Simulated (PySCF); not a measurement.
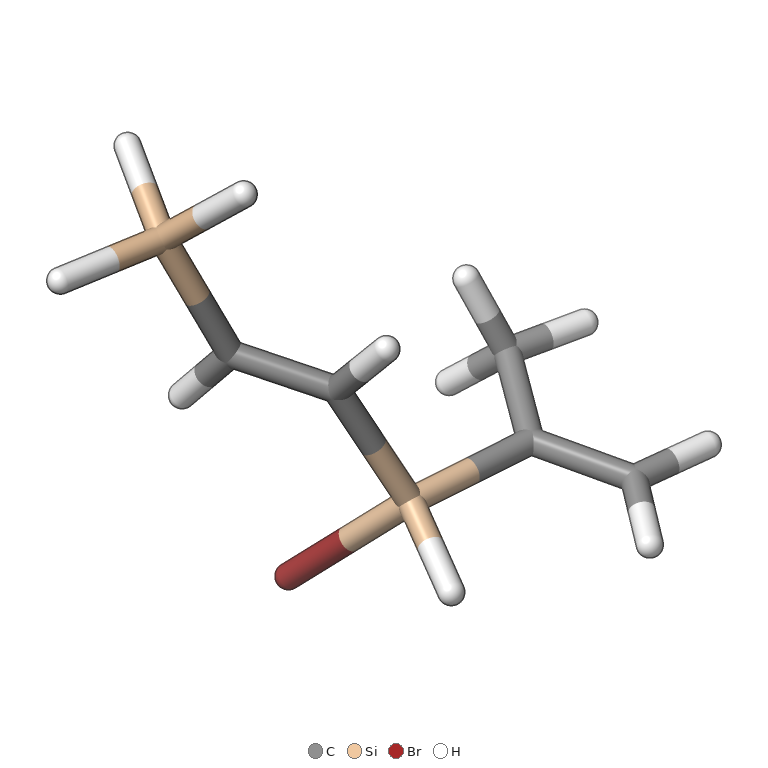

Computed geometry: PBE0-D3(BJ)/def2-SVP optimisation. No frequency run is at hand to confirm it as a minimum.

Give the structural formula.

SMILES: C=C(C)[Si@H](Br)/C=C/[SiH3]

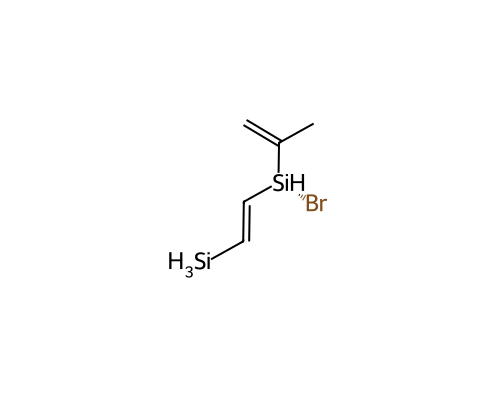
